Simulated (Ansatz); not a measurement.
**Run report: SiHCl$_{2}$F, nudged elastic band**

SiHCl$_{2}$F, computed with RKS PBE0-D4/cc-pVDZ (Ansatz 0.2.0).

It belongs to a series of runs on one base structure; here: band between the two ends. Figures and captions count atoms from 1; the log counts them from 0 in places.

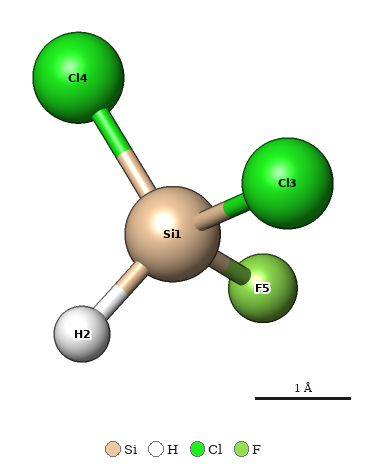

Fig. 1: The structure as given in the input (ball-and-stick view, seen at a tilt; atoms are numbered from 1 in the order of the input). Bond lengths as drawn: Cl–Si 2.05 Å, F–Si 1.63 Å and H–Si 1.48 Å.

### Results in brief

```json
{"quantity": "outcome", "value": "converged"}
{"quantity": "barrier, forward", "value": "2.860 eV"}
{"quantity": "barrier, backward", "value": "0.681 eV"}
{"quantity": "hardware", "value": "1 thread of Arm Neoverse V1, 24 GiB of memory available, shared host"}
{"quantity": "wall time", "value": "15 min"}
{"quantity": "peak memory", "value": "0.15 GiB"}
```

### Notes

The order of the saddle point was not checked.

### The input
```yaml
crystal:
  periodic: [false, false, false]
  atoms:
    - { symbol: Si, position_ang: [0.187217, 0.032639, 0.261044] }
    - { symbol: H, position_ang: [-0.080991, -0.001632, 1.715055] }
    - { symbol: Cl, position_ang: [2.203441, 0.037045, -0.107367] }
    - { symbol: Cl, position_ang: [-0.687633, 1.672478, -0.602627] }
    - { symbol: F, position_ang: [-0.447033, -1.299829, -0.434506] }
basis:
  gaussian: { orbitals: cc-pVDZ }
hamiltonian:
  xc: pbe0
  dispersion: d4
neb:
  order_check: false
  images: 7
  f_tol: 0.05
  max_iterations: 60
  optimiser: fire
  climbing: immediate
  final_atoms:
    - { symbol: Si, position_ang: [-1.07430152, 0.20527546, 0.07288317] }
    - { symbol: H, position_ang: [1.76752927, -0.49227965, 1.99456983] }
    - { symbol: Cl, position_ang: [1.84767907, 0.26086599, 0.9446045] }
    - { symbol: Cl, position_ang: [-0.59157628, 1.64927411, -1.40199883] }
    - { symbol: F, position_ang: [-0.77432955, -1.18243493, -0.77845967] }
  initial_path:
    images:
      - { positions_ang: [[0.187217, 0.032639, 0.261044], [-0.080991, -0.001632, 1.715055], [2.203441, 0.037045, -0.107367], [-0.687633, 1.672478, -0.602627], [-0.447033, -1.299829, -0.434506]] }
      - { positions_ang: [[0.14046023, 0.02449666, 0.19570683], [0.1043715, -0.00113664, 1.66695736], [2.21857663, 0.02751489, 0.05732812], [-0.76594961, 1.68897496, -0.62993457], [-0.52245776, -1.29914887, -0.45845874]] }
      - { positions_ang: [[0.09370347, 0.01635433, 0.13036966], [0.28973401, -0.00064128, 1.61885971], [2.23371227, 0.01798478, 0.22202323], [-0.84426623, 1.70547192, -0.65724213], [-0.59788251, -1.29846874, -0.48241147]] }
      - { positions_ang: [[0.0469467, 0.00821199, 0.06503249], [0.47509651, -0.00014592, 1.57076207], [2.2488479, 0.00845467, 0.38671835], [-0.92258284, 1.72196888, -0.6845497], [-0.67330727, -1.29778861, -0.50636421]] }
      - { positions_ang: [[0.00018993, 6.965e-05, -0.00030468], [0.66045902, 0.00034943, 1.52266443], [2.26398354, -0.00107544, 0.55141346], [-1.00089945, 1.73846584, -0.71185726], [-0.74873203, -1.29710849, -0.53031695]] }
      - { positions_ang: [[-0.26843293, 0.0513711, 0.01799228], [0.93722658, -0.12280784, 1.64064078], [2.15990742, 0.06440992, 0.64971122], [-0.89856866, 1.71616791, -0.88439265], [-0.75513141, -1.2684401, -0.59235263]] }
      - { positions_ang: [[-0.5370558, 0.10267256, 0.03628924], [1.21399414, -0.24596511, 1.75861713], [2.05583131, 0.12989528, 0.74800898], [-0.79623787, 1.69386998, -1.05692805], [-0.76153079, -1.23977171, -0.65438831]] }
      - { positions_ang: [[-0.80567866, 0.15397401, 0.05458621], [1.49076171, -0.36912238, 1.87659348], [1.95175519, 0.19538064, 0.84630674], [-0.69390707, 1.67157205, -1.22946344], [-0.76793017, -1.21110332, -0.71642399]] }
      - { positions_ang: [[-1.07430152, 0.20527546, 0.07288317], [1.76752927, -0.49227965, 1.99456983], [1.84767907, 0.26086599, 0.9446045], [-0.59157628, 1.64927411, -1.40199883], [-0.77432955, -1.18243493, -0.77845967]] }
```

Run as:
```bash
ansatz run input.yaml --threads 1 --pin off --max-ram 2048MiB --backend cpu --events-out ev --progress --plain --runs-dir out
```

### The program's output
```
Engine: ansatz 0.2.0, aarch64-unknown-linux-gnu
Functional definition: PBE0
  parameter a = 0.25
  parameter kappa = 0.804
  parameter beta = 0.06672455060314922
  exchange = (1 - a)*pbe_x(kappa = kappa, mu = beta*pi^2/3) + a*exact_x
  correlation = pbe_c(beta = beta)
804 factors; integrals over basis functions are off by at most 4.5e-4 eV
mean field evaluation 1: about -35644.9816 eV, gradient 2.9e1 eV
mean field evaluation 2: about -35643.2203 eV, gradient 4.5e1 eV
mean field evaluation 4: about -35646.3926 eV, gradient 9.2e-1 eV
mean field evaluation 8: about -35646.4157 eV, gradient 7.4e-3 eV
mean field -35646.41572250 eV, -1309.9816157933 hartree, gradient 3.9e-5 eV, S^2 0.000000; 0 other end points of the search recorded, 0 dependent functions left out
the calculation of the forces begins
reference -35646.41574328 eV, -1309.9816165573 hartree; 29, 29 occupied and 44, 44 virtual orbitals, 804 factors
807 factors; integrals over basis functions are off by at most 6.6e-4 eV
mean field evaluation 16: about -35644.1670 eV, gradient 4.7e0 eV
mean field -35644.24305578 eV, -1309.9017717642 hartree, gradient 3.9e-5 eV, S^2 0.000000; 0 other end points of the search recorded, 0 dependent functions left out
[... from here on the field's lines of each further geometry are left out, up to the last ...]
NEB iter   1: max|band force component| = 6.330e0 eV/Å  barrier→ = 4.1198 eV  barrier← = 1.9409 eV  CI = image 5  Δτ_max = 0.0948 Å  (225 SCF iters)
NEB iter   2: max|band force component| = 2.982e0 eV/Å  barrier→ = 3.5081 eV  barrier← = 1.3292 eV  CI = image 5  Δτ_max = 0.1252 Å  (203 SCF iters)
NEB iter   3: max|band force component| = 2.573e0 eV/Å  barrier→ = 3.4149 eV  barrier← = 1.2359 eV  CI = image 5  Δτ_max = 0.0114 Å  (204 SCF iters)
NEB iter   4: max|band force component| = 2.343e0 eV/Å  barrier→ = 3.3463 eV  barrier← = 1.1674 eV  CI = image 5  Δτ_max = 0.0217 Å  (204 SCF iters)
NEB iter   5: max|band force component| = 1.820e0 eV/Å  barrier→ = 3.2339 eV  barrier← = 1.0550 eV  CI = image 5  Δτ_max = 0.0298 Å  (205 SCF iters)
NEB iter   6: max|band force component| = 1.075e0 eV/Å  barrier→ = 3.1259 eV  barrier← = 0.9470 eV  CI = image 5  Δτ_max = 0.0331 Å  (204 SCF iters)
NEB iter   7: max|band force component| = 1.466e0 eV/Å  barrier→ = 3.0742 eV  barrier← = 0.8953 eV  CI = image 5  Δτ_max = 0.0058 Å  (205 SCF iters)
NEB iter   8: max|band force component| = 1.237e0 eV/Å  barrier→ = 3.0577 eV  barrier← = 0.8788 eV  CI = image 5  Δτ_max = 0.0106 Å  (164 SCF iters)
NEB iter   9: max|band force component| = 9.440e-1 eV/Å  barrier→ = 3.0316 eV  barrier← = 0.8526 eV  CI = image 5  Δτ_max = 0.0140 Å  (202 SCF iters)
NEB iter  10: max|band force component| = 8.314e-1 eV/Å  barrier→ = 3.0035 eV  barrier← = 0.8246 eV  CI = image 5  Δτ_max = 0.0171 Å  (203 SCF iters)
NEB iter  11: max|band force component| = 6.923e-1 eV/Å  barrier→ = 2.9766 eV  barrier← = 0.7977 eV  CI = image 5  Δτ_max = 0.0033 Å  (200 SCF iters)
NEB iter  12: max|band force component| = 6.746e-1 eV/Å  barrier→ = 2.9700 eV  barrier← = 0.7911 eV  CI = image 5  Δτ_max = 0.0065 Å  (162 SCF iters)
NEB iter  13: max|band force component| = 6.382e-1 eV/Å  barrier→ = 2.9584 eV  barrier← = 0.7794 eV  CI = image 5  Δτ_max = 0.0097 Å  (171 SCF iters)
NEB iter  14: max|band force component| = 5.808e-1 eV/Å  barrier→ = 2.9443 eV  barrier← = 0.7654 eV  CI = image 5  Δτ_max = 0.0127 Å  (189 SCF iters)
NEB iter  15: max|band force component| = 6.050e-1 eV/Å  barrier→ = 2.9298 eV  barrier← = 0.7509 eV  CI = image 5  Δτ_max = 0.0153 Å  (189 SCF iters)
NEB iter  16: max|band force component| = 5.886e-1 eV/Å  barrier→ = 2.9158 eV  barrier← = 0.7369 eV  CI = image 5  Δτ_max = 0.0174 Å  (186 SCF iters)
NEB iter  17: max|band force component| = 4.534e-1 eV/Å  barrier→ = 2.9034 eV  barrier← = 0.7245 eV  CI = image 5  Δτ_max = 0.0211 Å  (190 SCF iters)
NEB iter  18: max|band force component| = 4.372e-1 eV/Å  barrier→ = 2.8947 eV  barrier← = 0.7158 eV  CI = image 5  Δτ_max = 0.0249 Å  (191 SCF iters)
NEB iter  19: max|band force component| = 3.997e-1 eV/Å  barrier→ = 2.8954 eV  barrier← = 0.7165 eV  CI = image 5  Δτ_max = 0.0024 Å  (198 SCF iters)
NEB iter  20: max|band force component| = 3.813e-1 eV/Å  barrier→ = 2.8954 eV  barrier← = 0.7165 eV  CI = image 5  Δτ_max = 0.0047 Å  (153 SCF iters)
NEB iter  21: max|band force component| = 3.618e-1 eV/Å  barrier→ = 2.8956 eV  barrier← = 0.7167 eV  CI = image 5  Δτ_max = 0.0068 Å  (162 SCF iters)
NEB iter  22: max|band force component| = 3.338e-1 eV/Å  barrier→ = 2.8958 eV  barrier← = 0.7168 eV  CI = image 5  Δτ_max = 0.0088 Å  (159 SCF iters)
NEB iter  23: max|band force component| = 2.985e-1 eV/Å  barrier→ = 2.8950 eV  barrier← = 0.7161 eV  CI = image 5  Δτ_max = 0.0108 Å  (162 SCF iters)
NEB iter  24: max|band force component| = 2.562e-1 eV/Å  barrier→ = 2.8925 eV  barrier← = 0.7136 eV  CI = image 5  Δτ_max = 0.0126 Å  (160 SCF iters)
NEB iter  25: max|band force component| = 2.305e-1 eV/Å  barrier→ = 2.8880 eV  barrier← = 0.7091 eV  CI = image 5  Δτ_max = 0.0160 Å  (171 SCF iters)
NEB iter  26: max|band force component| = 2.248e-1 eV/Å  barrier→ = 2.8811 eV  barrier← = 0.7022 eV  CI = image 5  Δτ_max = 0.0018 Å  (173 SCF iters)
NEB iter  27: max|band force component| = 2.063e-1 eV/Å  barrier→ = 2.8803 eV  barrier← = 0.7013 eV  CI = image 5  Δτ_max = 0.0035 Å  (144 SCF iters)
NEB iter  28: max|band force component| = 1.931e-1 eV/Å  barrier→ = 2.8788 eV  barrier← = 0.6999 eV  CI = image 5  Δτ_max = 0.0051 Å  (156 SCF iters)
NEB iter  29: max|band force component| = 1.895e-1 eV/Å  barrier→ = 2.8770 eV  barrier← = 0.6981 eV  CI = image 5  Δτ_max = 0.0064 Å  (158 SCF iters)
NEB iter  30: max|band force component| = 1.835e-1 eV/Å  barrier→ = 2.8750 eV  barrier← = 0.6961 eV  CI = image 5  Δτ_max = 0.0076 Å  (157 SCF iters)
NEB iter  31: max|band force component| = 1.740e-1 eV/Å  barrier→ = 2.8730 eV  barrier← = 0.6941 eV  CI = image 5  Δτ_max = 0.0087 Å  (159 SCF iters)
NEB iter  32: max|band force component| = 1.602e-1 eV/Å  barrier→ = 2.8712 eV  barrier← = 0.6922 eV  CI = image 5  Δτ_max = 0.0105 Å  (159 SCF iters)
NEB iter  33: max|band force component| = 1.476e-1 eV/Å  barrier→ = 2.8691 eV  barrier← = 0.6901 eV  CI = image 5  Δτ_max = 0.0012 Å  (165 SCF iters)
NEB iter  34: max|band force component| = 1.444e-1 eV/Å  barrier→ = 2.8686 eV  barrier← = 0.6897 eV  CI = image 5  Δτ_max = 0.0023 Å  (141 SCF iters)
NEB iter  35: max|band force component| = 1.374e-1 eV/Å  barrier→ = 2.8679 eV  barrier← = 0.6890 eV  CI = image 5  Δτ_max = 0.0034 Å  (153 SCF iters)
NEB iter  36: max|band force component| = 1.255e-1 eV/Å  barrier→ = 2.8669 eV  barrier← = 0.6880 eV  CI = image 5  Δτ_max = 0.0044 Å  (151 SCF iters)
NEB iter  37: max|band force component| = 1.079e-1 eV/Å  barrier→ = 2.8657 eV  barrier← = 0.6868 eV  CI = image 5  Δτ_max = 0.0052 Å  (155 SCF iters)
NEB iter  38: max|band force component| = 8.940e-2 eV/Å  barrier→ = 2.8645 eV  barrier← = 0.6855 eV  CI = image 5  Δτ_max = 0.0059 Å  (156 SCF iters)
NEB iter  39: max|band force component| = 1.019e-1 eV/Å  barrier→ = 2.8633 eV  barrier← = 0.6844 eV  CI = image 5  Δτ_max = 0.0073 Å  (156 SCF iters)
NEB iter  40: max|band force component| = 1.044e-1 eV/Å  barrier→ = 2.8621 eV  barrier← = 0.6832 eV  CI = image 5  Δτ_max = 0.0091 Å  (162 SCF iters)
NEB iter  41: max|band force component| = 9.361e-2 eV/Å  barrier→ = 2.8611 eV  barrier← = 0.6822 eV  CI = image 5  Δτ_max = 0.0109 Å  (161 SCF iters)
NEB iter  42: max|band force component| = 1.065e-1 eV/Å  barrier→ = 2.8603 eV  barrier← = 0.6814 eV  CI = image 5  Δτ_max = 0.0016 Å  (162 SCF iters)
NEB iter  43: max|band force component| = 7.852e-2 eV/Å  barrier→ = 2.8602 eV  barrier← = 0.6813 eV  CI = image 5  Δτ_max = 0.0029 Å  (137 SCF iters)
the calculation of the forces begins
reference -35644.19382283 eV, -1309.8999624867 hartree; 29, 29 occupied and 44, 44 virtual orbitals, 807 factors
806 factors; integrals over basis functions are off by at most 9.5e-4 eV
mean field evaluation 2048: about -35643.5353 eV, gradient 9.7e-2 eV
mean field -35643.55507536 eV, -1309.8764889499 hartree, gradient 1.2e-5 eV, S^2 0.000000; 1 other end points of the search recorded, 0 dependent functions left out
the calculation of the forces begins
reference -35643.55509630 eV, -1309.8764897198 hartree; 29, 29 occupied and 44, 44 virtual orbitals, 806 factors
NEB iter  44: max|band force component| = 4.931e-2 eV/Å  barrier→ = 2.8600 eV  barrier← = 0.6811 eV  CI = image 5  Δτ_max = 0.0000 Å  (321 SCF iters)
```

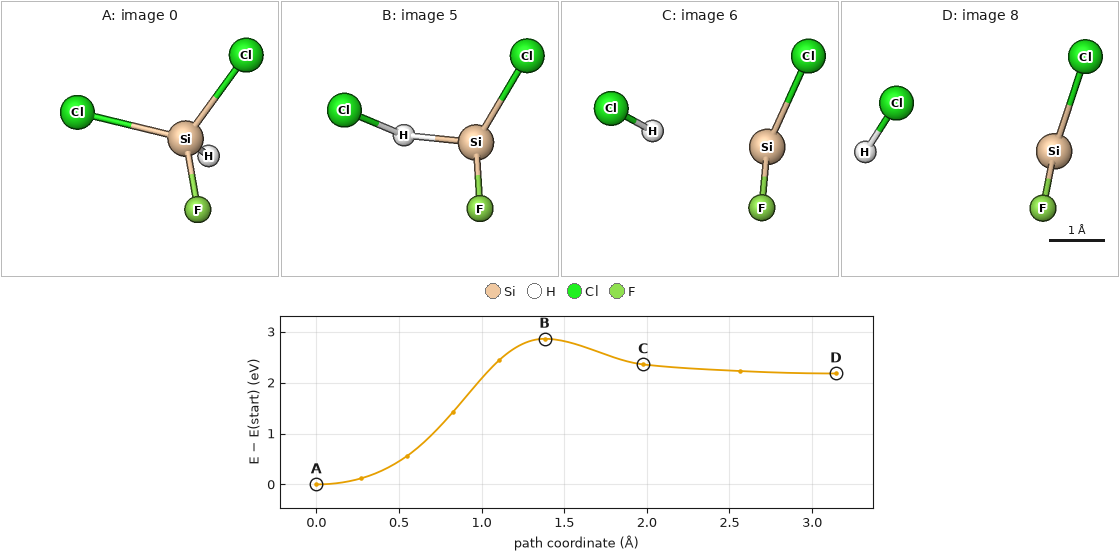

Fig. 2: Images of the last band (counted from 0; ball-and-stick, seen at a tilt) above the energy along the path; the line is a cubic interpolation that uses the forces. The highest image is number 5, 2.860 eV above the start and 0.681 eV above the end (the climbing image); the end lies 2.179 eV above the start. The path is 3.15 Å long. The band converged in 44 iterations.

```
Total energy: -35643.67575031 eV, -1309.8809236726 hartree
Atom 0 at    -0.376575     0.031888     0.333133 Å, force    -0.026825    -0.030670    -0.025405 eV/Å
Atom 1 at     0.795388    -0.024926     1.458447 Å, force     0.024304    -0.003134     0.043282 eV/Å
Atom 2 at     2.113508     0.026029     0.538443 Å, force    -0.021370     0.010844    -0.021970 eV/Å
Atom 3 at    -0.757992     1.673137    -0.857510 Å, force     0.015837     0.024743    -0.007277 eV/Å
Atom 4 at    -0.599328    -1.265427    -0.640913 Å, force     0.008054    -0.001783     0.011369 eV/Å
Dipole moment:    -0.265895     0.063394     0.273201 e Å
this run last wrote the band of iteration 44 to [file]
```

### The last band as extended XYZ (Å, eV, eV/Å)
```
5
Properties=species:S:1:pos:R:3:forces:R:3 image=0 energy=-35646.53578
Si    0.1872    0.0326    0.2610   -0.0085  -0.0280  -0.0211
H    -0.0810   -0.0016    1.7151   -0.0010   0.0000   0.0019
Cl    2.2034    0.0370   -0.1074   -0.0024   0.0040   0.0014
Cl   -0.6876    1.6725   -0.6026    0.0028   0.0013   0.0018
F    -0.4470   -1.2998   -0.4345    0.0091   0.0227   0.0160
5
Properties=species:S:1:pos:R:3:forces:R:3 image=1 energy=-35646.41640
Si    0.1533    0.0365    0.2413    0.2422  -0.0085   0.0167
H     0.1032   -0.0217    1.7128   -0.6758   0.0306   0.1002
Cl    2.1935    0.0401    0.0282    0.1216  -0.0013  -0.4793
Cl   -0.7459    1.6426   -0.6652    0.1278   0.0150   0.1841
F    -0.5291   -1.2568   -0.4856    0.1842  -0.0358   0.1782
5
Properties=species:S:1:pos:R:3:forces:R:3 image=2 energy=-35645.98326
Si    0.0820    0.0384    0.2377    0.9940  -0.0268  -0.2217
H     0.3082   -0.0425    1.6861   -1.6005   0.0195   0.5126
Cl    2.1579    0.0500    0.1555    0.2404   0.0210  -1.0498
Cl   -0.7838    1.6376   -0.7194    0.1415  -0.0686   0.3736
F    -0.5893   -1.2428   -0.5283    0.2247   0.0548   0.3853
5
Properties=species:S:1:pos:R:3:forces:R:3 image=3 energy=-35645.12103
Si   -0.0397    0.0364    0.2607    2.1268   0.0297  -0.6312
H     0.5080   -0.0482    1.6205   -2.2746  -0.0498   1.1779
Cl    2.1300    0.0530    0.2711    0.0439   0.0681  -1.4782
Cl   -0.8060    1.6500   -0.7531    0.0399  -0.1421   0.4558
F    -0.6174   -1.2505   -0.5676    0.0640   0.0941   0.4757
5
Properties=species:S:1:pos:R:3:forces:R:3 image=4 energy=-35644.09407
Si   -0.2016    0.0308    0.3067    1.7884   0.0615  -0.5128
H     0.6820   -0.0430    1.5305   -1.6939  -0.0652   1.0159
Cl    2.1255    0.0497    0.3750   -0.0285   0.0715  -1.1152
Cl   -0.8129    1.6639   -0.7775   -0.0193  -0.0854   0.3036
F    -0.6180   -1.2607   -0.6032   -0.0467   0.0178   0.3084
5
Properties=species:S:1:pos:R:3:forces:R:3 image=5 energy=-35643.67573
Si   -0.3766    0.0319    0.3331   -0.0268  -0.0307  -0.0254
H     0.7954   -0.0249    1.4584    0.0243  -0.0031   0.0433
Cl    2.1135    0.0260    0.5384   -0.0214   0.0108  -0.0220
Cl   -0.7580    1.6731   -0.8575    0.0158   0.0247  -0.0073
F    -0.5993   -1.2654   -0.6409    0.0081  -0.0018   0.0114
5
Properties=species:S:1:pos:R:3:forces:R:3 image=6 energy=-35644.17878
Si   -0.7359    0.0532    0.2795   -0.2848  -0.0175  -0.0213
H     1.1269   -0.0575    1.5611    0.2970   0.0022   0.0662
Cl    2.1860   -0.0005    0.7875    0.0280  -0.0077   0.1103
Cl   -0.7390    1.6784   -1.0470   -0.0119   0.0084  -0.0734
F    -0.6631   -1.2329   -0.7495   -0.0284   0.0147  -0.0818
5
Properties=species:S:1:pos:R:3:forces:R:3 image=7 energy=-35644.30841
Si   -0.8891    0.1327    0.1785   -0.0627   0.0069  -0.0339
H     1.4225   -0.2817    1.8743    0.1213  -0.0219   0.1111
Cl    2.0524    0.1104    0.8158   -0.0369  -0.0043  -0.0120
Cl   -0.6966    1.6775   -1.2488   -0.0136   0.0079  -0.0358
F    -0.7142   -1.1982   -0.7882   -0.0081   0.0113  -0.0293
5
Properties=species:S:1:pos:R:3:forces:R:3 image=8 energy=-35644.35686
Si   -1.0743    0.2053    0.0729   -0.0045  -0.0021   0.0183
H     1.7675   -0.4923    1.9946    0.0028   0.0123  -0.0292
Cl    1.8477    0.2609    0.9446   -0.0036  -0.0121   0.0296
Cl   -0.5916    1.6493   -1.4020    0.0040   0.0089  -0.0148
F    -0.7743   -1.1824   -0.7785    0.0012  -0.0070  -0.0039
```
